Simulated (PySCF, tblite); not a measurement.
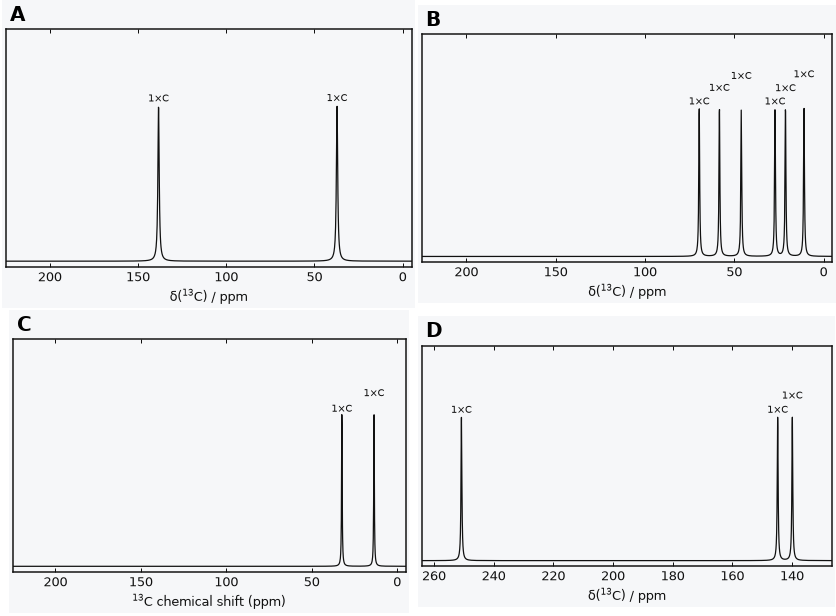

GIAO shifts, PBE0/pcSseg-1 in PySCF 2.14.0, at a GFN2-xTB geometry (a minimum by its frequencies), against TMS for ¹³C computed at the same level. Gas phase, fully decoupled, line heights follow the number of nuclei, widths are arbitrary (no quadrupolar broadening); values of one conformer, averaged over methyl-type rotors and exact or near symmetry; other conformers aren't averaged in.

Question: Which panel belongs to which molecule?
1. C₃H₈O₂Si₂, SMILES C=C[Si@@](O)([SiH3])C=O
2. C₂H₈F₃NSi₂, SMILES CN([SiH3])[SiH2]C(F)(F)F
3. C₂H₁₁NSSi₂, SMILES CN[Si@H]([SiH3])SC
4. C₆H₁₆BN, SMILES [BH3-][N@+]1(C)CC[C@H]1CC

Answer: A: 2 (138.4 (1 C), 37.2 (1 C) ppm)
B: 4 (69.6 (1 C), 58.3 (1 C), 46.1 (1 C), 27.2 (1 C), 21.3 (1 C), 10.9 (1 C) ppm)
C: 3 (32.4 (1 C), 13.5 (1 C) ppm)
D: 1 (250.8 (1 C), 144.8 (1 C), 139.9 (1 C) ppm)

Limits of at least one run: the tight-binding geometry is rougher than a DFT one and adds to the error.
